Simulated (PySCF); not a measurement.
**C2H4AlFO (SMILES C=C[O][AlH][F]): a chain of runs**

We compute an energy scan (CCSD(T)/STO-3G), then the energy along one coordinate (HF-D3(BJ)/def2-mTZVP) of C2H4AlFO. The job is set up through a Python script.

Program for the calculation: PySCF 2.14.0.

### 1 The structure to begin with

C2H4AlFO: 9 atoms, total charge 0, spin state singlet. As SMILES, `C=C[O][AlH][F]`. The shape is that of a PBE0-D4/def2-TZVP optimisation. This is one conformer, not always the lowest.

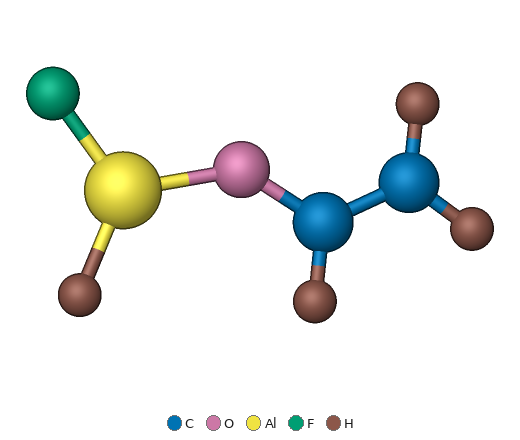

The structure, seen from a chosen angle (carbon blue, oxygen pink, aluminium yellow, fluorine teal, hydrogen brown).

### 2 An energy scan at CCSD(T)/STO-3G (run 1)

The input, input.py:

```python
import numpy
from pyscf import gto, cc
from scipy.spatial.transform import Rotation

system = gto.Mole()
system.atom = '''
C   -1.562000  -0.360100   1.103900
C   -0.728000  -0.312900   0.075500
O    0.490300   0.256500   0.139600
Al   1.800800   0.519300  -0.884800
F    3.087600   1.301600  -0.235000
H   -1.297700   0.065300   2.064100
H   -2.527700  -0.832200   0.988500
H   -0.999000  -0.743100  -0.888800
H    1.824300   0.059200  -2.380300
'''
system.verbose = 3
system.basis = 'sto-3g'
system.max_memory = 1860
system.build()

x0 = system.atom_coords(unit='angstrom')
axis = x0[1] - x0[2]
r0 = 179.984  # dihedral 4-3-2-1 of the start, degrees
axis /= numpy.linalg.norm(axis)
dm = None
scan, good = [], []
for r in [0, 30, 60, 90, 120, 150, 180, 210, 240, 270, 300, 330]:
    xyz = x0.copy()
    xyz[[0, 1, 5, 6, 7]] = Rotation.from_rotvec(axis * numpy.radians(r - r0)).apply(x0[[0, 1, 5, 6, 7]] - x0[1]) + x0[1]
    system.set_geom_(xyz, unit='angstrom')
    myscf = system.RHF()
    myscf.kernel(dm0=dm)
    dm = myscf.make_rdm1()
    mycc = cc.CCSD(myscf, frozen=9)
    mycc.kernel()
    e_t = mycc.ccsd_t()
    etot = mycc.e_tot + e_t
    scan.append((r, etot))
    good.append(myscf.converged and mycc.converged)
    print('dihedral = %.1f deg   E = %.8f Eh   converged: %s' % (r, etot, good[-1]))

e0 = min(e for r, e in scan)
print('angle   E - Emin (kcal/mol)')
for r, e in scan:
    print('%6.3f %10.3f' % (r, (e - e0) * 627.5095))
```

Command:

```bash
$ OMP_NUM_THREADS=1 python input.py
```

Output:

```text
converged SCF energy = -488.066731725479
E(CCSD) = -488.3102455033695  E_corr = -0.2435137778902687
CCSD(T) correction = -0.00808875437219414
dihedral = 0.0 deg   E = -488.31833426 Eh   converged: True
converged SCF energy = -488.066659690062
E(CCSD) = -488.310132945655  E_corr = -0.2434732555929753
CCSD(T) correction = -0.00806375054205612
dihedral = 30.0 deg   E = -488.31819670 Eh   converged: True
converged SCF energy = -488.06573166778
E(CCSD) = -488.3091149230931  E_corr = -0.2433832553133068
CCSD(T) correction = -0.00799134182940836
dihedral = 60.0 deg   E = -488.31710626 Eh   converged: True
converged SCF energy = -488.064955005675
E(CCSD) = -488.3082708582238  E_corr = -0.2433158525484404
CCSD(T) correction = -0.00791872511705586
dihedral = 90.0 deg   E = -488.31618958 Eh   converged: True
converged SCF energy = -488.065140348347
E(CCSD) = -488.3085411520836  E_corr = -0.2434008037361674
CCSD(T) correction = -0.0079053588695667
dihedral = 120.0 deg   E = -488.31644651 Eh   converged: True
converged SCF energy = -488.065759438801
E(CCSD) = -488.309375299532  E_corr = -0.2436158607306332
CCSD(T) correction = -0.00794547941417784
dihedral = 150.0 deg   E = -488.31732078 Eh   converged: True
converged SCF energy = -488.066091603117
E(CCSD) = -488.3098322320499  E_corr = -0.2437406289331373
CCSD(T) correction = -0.00797361695504021
dihedral = 180.0 deg   E = -488.31780585 Eh   converged: True
converged SCF energy = -488.065753135891
E(CCSD) = -488.3093715625602  E_corr = -0.2436184266696981
CCSD(T) correction = -0.00794739041309124
dihedral = 210.0 deg   E = -488.31731895 Eh   converged: True
converged SCF energy = -488.065135132914
E(CCSD) = -488.3085393938161  E_corr = -0.2434042609023496
CCSD(T) correction = -0.00790738455770216
dihedral = 240.0 deg   E = -488.31644678 Eh   converged: True
converged SCF energy = -488.064952162258
E(CCSD) = -488.3082691045558  E_corr = -0.2433169422978271
CCSD(T) correction = -0.00791858609193567
dihedral = 270.0 deg   E = -488.31618769 Eh   converged: True
converged SCF energy = -488.065725827213
E(CCSD) = -488.3091066798086  E_corr = -0.243380852595332
CCSD(T) correction = -0.00798881338316675
dihedral = 300.0 deg   E = -488.31709549 Eh   converged: True
converged SCF energy = -488.066647544868
E(CCSD) = -488.3101179751528  E_corr = -0.243470430284546
CCSD(T) correction = -0.00806122206269026
dihedral = 330.0 deg   E = -488.31817920 Eh   converged: True
angle   E - Emin (kcal/mol)
 0.000      0.000
30.000      0.086
60.000      0.771
90.000      1.346
120.000      1.185
150.000      0.636
180.000      0.332
210.000      0.637
240.000      1.184
270.000      1.347
300.000      0.777
330.000      0.097
```

It took 13 s on 1 thread of Intel Xeon at 2.50GHz (Skylake/Cascade Lake), shared host; peak memory 0.12 GiB.

The scan, from its lowest point:

```
Al4–O3–C2–C1 (°)  energy (kJ/mol)
           0.000              0.0
          30.000              0.4
          60.000              3.2
          90.000              5.6
         120.000              5.0
         150.000              2.7
         180.000              1.4
         210.000              2.7
         240.000              5.0
         270.000              5.6
         300.000              3.3
         330.000              0.4
```

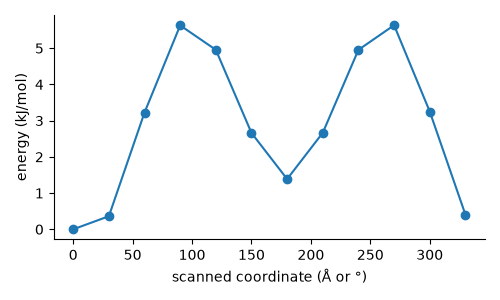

Energy along the scan.

### 3 The energy along one coordinate at HF-D3(BJ)/def2-mTZVP (sfX2C, density fitting with def2-universal-jkfit) (run 2)

The input, job.py:

```python
# C=C[O][AlH][F]
import numpy
from pyscf import gto
from scipy.spatial.transform import Rotation

mol = gto.Mole()
mol.atom = '''
C       -1.562000      -0.360100       1.103900
C       -0.728000      -0.312900       0.075500
O        0.490300       0.256500       0.139600
Al       1.800800       0.519300      -0.884800
F        3.087600       1.301600      -0.235000
H       -1.297700       0.065300       2.064100
H       -2.527700      -0.832200       0.988500
H       -0.999000      -0.743100      -0.888800
H        1.824300       0.059200      -2.380300
'''
mol.max_memory = 1860
mol.verbose = 3
mol.spin = 0
mol.basis = 'def2-mtzvp'
mol.build()

x0 = mol.atom_coords(unit='angstrom')
axis = x0[1] - x0[2]
r0 = 179.984  # dihedral 4-3-2-1 of the start, degrees
axis /= numpy.linalg.norm(axis)

scan, good = [], []
for r in [0, 30, 60, 90, 120, 150, 180]:
    xyz = x0.copy()
    xyz[[0, 1, 5, 6, 7]] = Rotation.from_rotvec(axis * numpy.radians(r - r0)).apply(x0[[0, 1, 5, 6, 7]] - x0[1]) + x0[1]
    mol.set_geom_(xyz, unit='angstrom')
    hf = mol.RHF()
    hf = hf.x2c()
    hf = hf.density_fit(auxbasis='def2-universal-jkfit')
    hf.disp = 'd3bj'
    hf.kernel()
    e_final = hf.e_tot
    scan.append((r, e_final))
    good.append(hf.converged)
    print('dihedral = %.1f deg   E = %.8f Eh   converged: %s' % (r, e_final, good[-1]))

e0 = min(e for r, e in scan)
print('angle   E - Emin (kcal/mol)')
for r, e in scan:
    print('%6.3f %10.3f' % (r, (e - e0) * 627.5095))
```

Command:

```bash
$ OMP_NUM_THREADS=1 python job.py
```

Output:

```text
converged SCF energy = -495.078078659734
dihedral = 0.0 deg   E = -495.07807866 Eh   converged: True
converged SCF energy = -495.07844498931
dihedral = 30.0 deg   E = -495.07844499 Eh   converged: True
converged SCF energy = -495.078305877613
dihedral = 60.0 deg   E = -495.07830588 Eh   converged: True
converged SCF energy = -495.077462151485
dihedral = 90.0 deg   E = -495.07746215 Eh   converged: True
converged SCF energy = -495.077070212858
dihedral = 120.0 deg   E = -495.07707021 Eh   converged: True
converged SCF energy = -495.077478779393
dihedral = 150.0 deg   E = -495.07747878 Eh   converged: True
converged SCF energy = -495.077826416095
dihedral = 180.0 deg   E = -495.07782642 Eh   converged: True
angle   E - Emin (kcal/mol)
 0.000      0.230
30.000      0.000
60.000      0.087
90.000      0.617
120.000      0.863
150.000      0.606
180.000      0.388
```

Run time: 14 s. Hardware: 1 thread of Intel Xeon at 2.50GHz (Skylake/Cascade Lake), shared host; peak memory 0.2 GiB.

The scan, from its lowest point:

```
Al4–O3–C2–C1 (°)  energy (kJ/mol)
           0.000              1.0
          30.000              0.0
          60.000              0.4
          90.000              2.6
         120.000              3.6
         150.000              2.5
         180.000              1.6
```

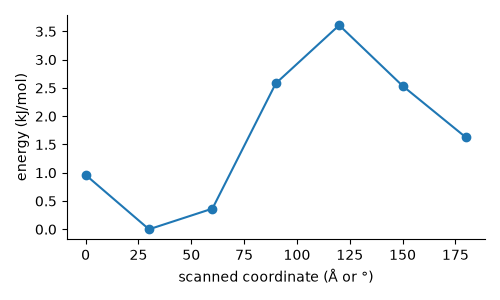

Energy along the scan.
